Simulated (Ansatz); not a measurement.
**C2H6FSi (SMILES C[C+](F)[SiH3]) (charge +1): density, localisation and related maps**

Input

```
crystal:
  periodic: [false, false, false]
  atoms:
    - { symbol: C, position_ang: [-0.35418, 1.1362, -0.79151] }
    - { symbol: C, position_ang: [-0.20883, -0.2496, -0.46958] }
    - { symbol: F, position_ang: [-0.60521, -1.07937, -1.37185] }
    - { symbol: Si, position_ang: [0.52414, -1.0323, 1.17055] }
    - { symbol: H, position_ang: [0.00917, 1.79284, -0.00738] }
    - { symbol: H, position_ang: [-1.4059, 1.3593, -1.03321] }
    - { symbol: H, position_ang: [0.13062, 1.36023, -1.75474] }
    - { symbol: H, position_ang: [0.4369, -2.47139, 0.99091] }
    - { symbol: H, position_ang: [-0.3776, -0.40212, 2.1363] }
    - { symbol: H, position_ang: [1.85087, -0.4138, 1.13052] }
total_charge: 1
basis:
  gaussian: { orbitals: "6-31G" }
hamiltonian:
  xc: pbe
  dispersion: d4
relax:
  f_tol: 0.02
  max_steps: 40
scf:
  lower_state_search: "off"
output:
  orbitals: {}
```

Launched as:

```sh
ansatz run input.yaml --threads 1 --pin off --max-ram 2048MiB --backend cpu --events-out ev --progress --plain --runs-dir out
```

The fields are those of the relaxed geometry.

Computed with Ansatz, RKS PBE-D4/6-31G.

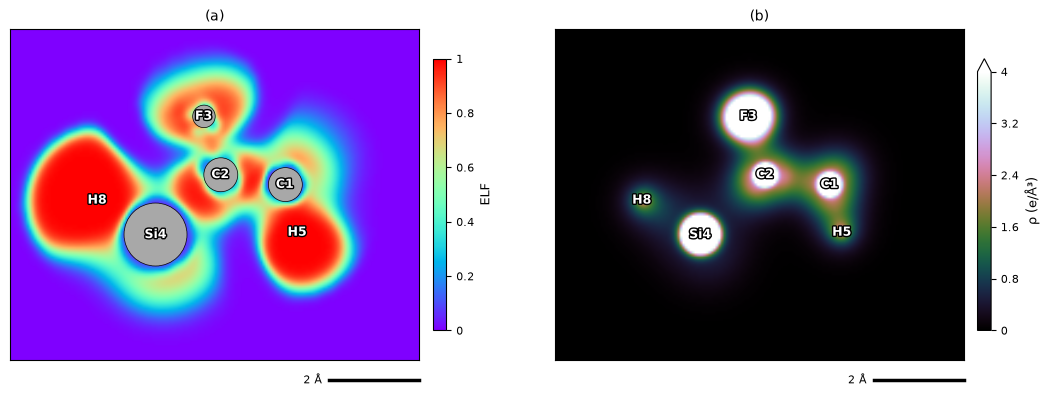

Figure 1. (a) electron localisation function; (b) electron density on the plane of atoms C1, C2 and F3. Grey discs cover the atomic cores in the ELF map.

### What do the fields say about this system?

The plane passes through C, F, Si and H nuclei.
C–F (1.35 Å): ρ is about 2 e/Å³ halfway, with its minimum of 1.7 e/Å³ about 0.5 Å from C; the ELF peaks at about 0.80 between the atoms (a polar covalent bond).
C–C (1.45 Å): ρ is about 1.8 e/Å³ halfway; the ELF peaks at about 0.95 between the atoms: localised, covalent bonding.
C–Si (1.97 Å): the density is about 0.71 e/Å³ at the midpoint; the ELF peaks at about 0.95 between the atoms (a covalent bond).
C–H (1.10 Å): the density is about 1.9 e/Å³ at the midpoint; the ELF climbs to about 1 towards the hydrogen, as it does in any bond to H: an ordinary covalent bond to hydrogen.
Si–H (1.50 Å): the density is about 0.7 e/Å³ at the midpoint; the ELF climbs to about 1 towards the hydrogen.
The ELF also peaks beside F3, away from the bonds: lone-pair regions.

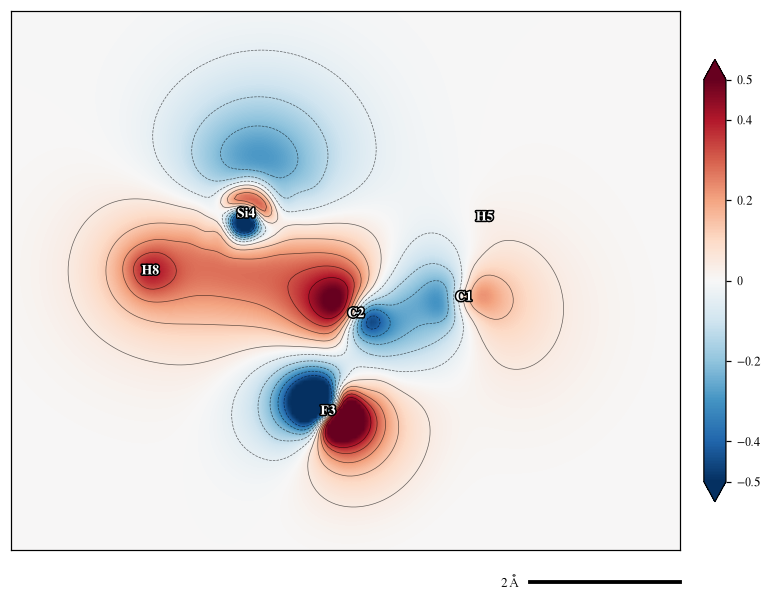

Figure 2. The HOMO on the plane of atoms C1, C2 and Si4 (values in Å⁻³ᐟ²; the overall sign is arbitrary).

### Describe this orbital and give its energy.

By Hirshfeld shares it lies mainly on Si4 (about 30 %), F3 (about 20 %), C2 (about 15 %), H10 (about 10 %), H9 (about 10 %) and H8 (about 10 %). Its energy is −14.10 eV.
